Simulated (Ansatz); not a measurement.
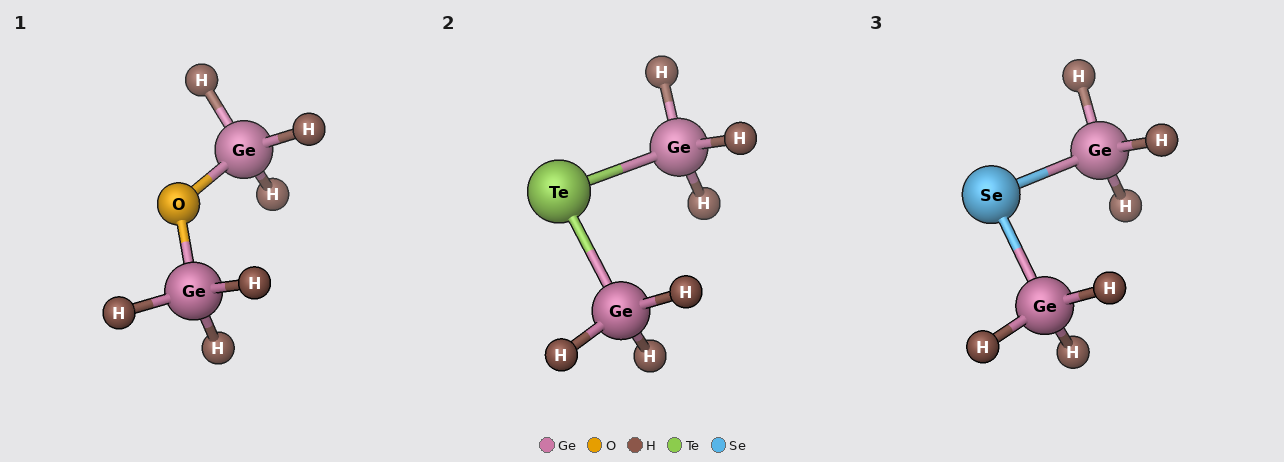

3 molecules with one skeleton, seen from the same side and at one scale. Charge 0, singlet. Computed geometries: PBE0-D4/def2-TZVP optimisations, one conformation each. Properties computed with Ansatz 0.2.0. Elements past Kr carry core potentials.

One atom differs, called X below: O in panel 1, Te in panel 2, Se in panel 3. Their formulas are Ge2H6O (`[GeH3][O][GeH3]`), Ge2H6Te (`[GeH3][Te][GeH3]`), Ge2H6Se (`[GeH3][Se][GeH3]`).

> Rank them by the HOMO–LUMO gap, lowest first (ωB97M-V/def2-QZVPP).

2 (Te), 3 (Se), 1 (O).

> Rank them by the mean length of X–Ge, lowest first (PBE0-D4/def2-TZVP).

1 (O), 3 (Se), 2 (Te).

Give the values. With PBE0-D4/def2-TZVP: mean length of X–Ge (Å), angle Ge–X–Ge (°). With ωB97M-V/def2-QZVPP: HOMO energy (Kohn–Sham orbital) (eV), HOMO–LUMO gap (eV). With r2SCAN-D4/def2-TZVPP: dipole moment (D).

```json
{"quantity": "mean length of X–Ge (Å)", "1 (O)": "1.773", "2 (Te)": "2.555", "3 (Se)": "2.354"}
{"quantity": "angle Ge–X–Ge (°)", "1 (O)": "127.5", "2 (Te)": "91.9", "3 (Se)": "95.5"}
{"quantity": "HOMO energy (Kohn–Sham orbital) (eV)", "1 (O)": "−10.52", "2 (Te)": "−8.44", "3 (Se)": "−8.98"}
{"quantity": "HOMO–LUMO gap (eV)", "1 (O)": "11.71", "2 (Te)": "9.04", "3 (Se)": "10.02"}
{"quantity": "dipole moment (D)", "1 (O)": "0.81", "2 (Te)": "0.79", "3 (Se)": "1.14"}
```
